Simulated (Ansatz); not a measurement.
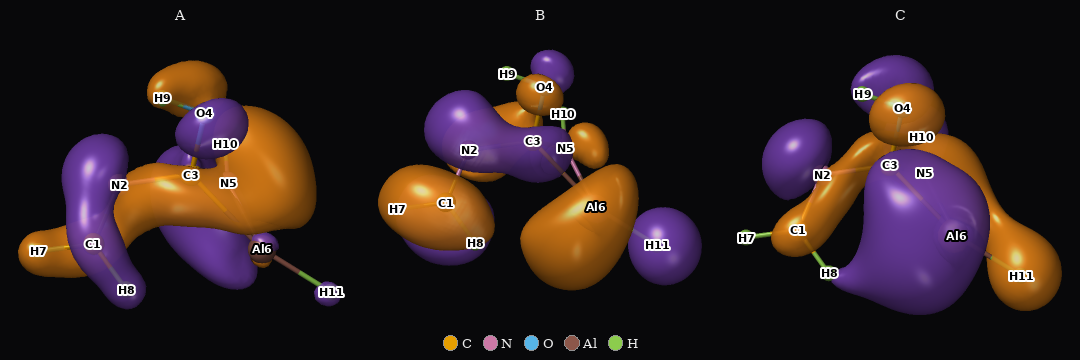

*C$_{2}$H$_{5}$AlN$_{2}$O. Three frontier orbitals at ±0.08 Å⁻³ᐟ² (orange and purple are the two phases), in no order.*

The calculation used RKS PBE/def2-SVP (Ansatz).

```yaml
atoms:
  - { symbol: C, position_ang: [0.8909, -1.4649, -1.2015] }
  - { symbol: N, position_ang: [1.1559, -0.2360, -1.0125] }
  - { symbol: C, position_ang: [1.1773, 0.6964, -2.1074] }
  - { symbol: O, position_ang: [2.1828, 1.6373, -1.8880] }
  - { symbol: N, position_ang: [-0.0778, 1.2896, -2.4853] }
  - { symbol: Al, position_ang: [0.3585, 0.3568, -3.9492] }
  - { symbol: H, position_ang: [0.8102, -2.1556, -0.3404] }
  - { symbol: H, position_ang: [0.7191, -1.8753, -2.2348] }
  - { symbol: H, position_ang: [2.7120, 1.2983, -1.1366] }
  - { symbol: H, position_ang: [-0.4485, 2.0420, -1.8894] }
  - { symbol: H, position_ang: [-0.1582, 0.4731, -5.4607] }
```

Which picture is the HOMO−1, the HOMO and the LUMO?

A is the HOMO−1 (−5.97 eV). By Hirshfeld shares it lies mainly on N5 (about 50 %), Al6 (about 10 %), O4 (about 10 %), C3 (about 10 %) and N2 (about 10 %). C is the HOMO (−4.66 eV). It lies mainly on Al6 (about 30 %), C3 (about 20 %), O4 (about 15 %), N2 (about 10 %) and N5 (about 10 %). B is the LUMO (−2.03 eV). Its weight (Hirshfeld) is mainly on C1 (about 30 %), N2 (about 20 %), Al6 (about 20 %) and C3 (about 10 %).

What is the HOMO–LUMO gap?

2.63 eV between the orbital energies.
